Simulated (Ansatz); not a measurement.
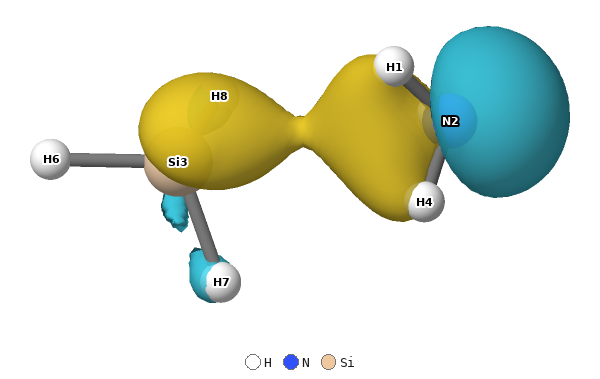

The picture shows: NH$_{3}$···H$_{3}$Si (doublet). The HOMO−1 (α) at ±0.15 Å⁻³ᐟ² (yellow and cyan are the two phases), seen at a tilt.

Method: Ansatz 0.2.0, UKS r2SCAN/def2-SVP.

| atom | x (Å) | y (Å) | z (Å) |
| --- | --- | --- | --- |
| H | -1.4601 | -0.6315 | -0.9274 |
| N | -0.7201 | -0.7462 | -1.6207 |
| Si | 0.3000 | 0.6140 | 1.2405 |
| H | -0.3329 | 0.1824 | -1.7866 |
| H | 0.0148 | -1.2963 | -1.1764 |
| H | 0.2397 | 1.3423 | 2.5446 |
| H | 1.1957 | 1.3270 | 0.2809 |
| H | 0.7629 | -0.7917 | 1.4451 |

### What is the character of this orbital?

By Hirshfeld shares it lies mainly on N2 (about 60 %) and Si3 (about 20 %). Its energy is −6.66 eV.
